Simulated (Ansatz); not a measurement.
The starting structures come from a database of crystals and need not be the phases stable at ambient conditions.

 Where the default PAW files enter, the runs use the earlier of Ansatz's two default sets.

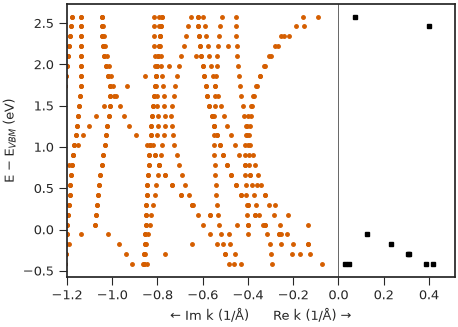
Figure. Complex bands at the centre of the two-dimensional zone; r2SCAN run with Ansatz (a quantum-chemistry and plane-wave program)

The gap is the functional's own, uncorrected, and κ follows it; spin-orbit coupling is left out. Mid-gap values are interpolated between the computed energies.

Question: This is Sr2MgMoO6 (I4/m, not sure to be the ambient phase, 10 atoms a cell, 12.8 Å³ an atom, -7 GPa at this level) along the normal of (110). Read off the slowest decay at the centre of the two-dimensional zone at 1.14 eV, the computed energy nearest the middle of the gap.

Answer: κ ≈ 0.39 1/Å, a decay length 1/(2κ) of the density of 1.3 Å.
